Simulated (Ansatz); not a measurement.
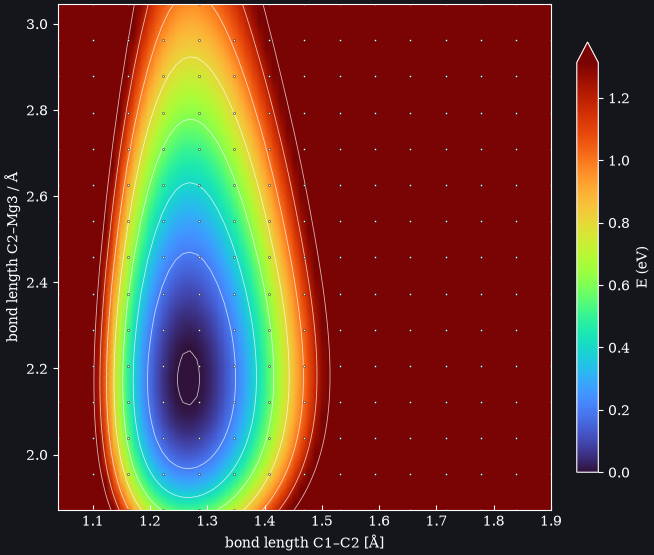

C₂H₂ClMg, SMILES C=[C+][Mg][Cl], charge +1. The first coordinate is: bond length C1–C2; the second: bond length C2–Mg3. Nothing is relaxed (all other coordinates rigid). Grid: 15 × 15 points. Points are written as (first, second). Energies: eV, counted from the lowest grid point. The reference is spin-restricted, which grows unreliable where a bond is stretched far. Computed with RKS PBE0-D4/def2-TZVP in Ansatz 0.2.0.

In the figure: a smooth colour map with a few white contour lines, dots at the grid points, one colour for all values above the top of the scale. Between grid points the surface is interpolated.

Question: Estimate the position of the minimum and the force constants in these coordinates.

Answer: The interpolated minimum is at bond length C1–C2 ≈ 1.267 Å, bond length C2–Mg3 ≈ 2.175 Å. The curvatures there are about 74 eV/Å² and 7.4 eV/Å², with a cross term of about 0 eV/Å². Round the minimum the two coordinates are nearly uncoupled.
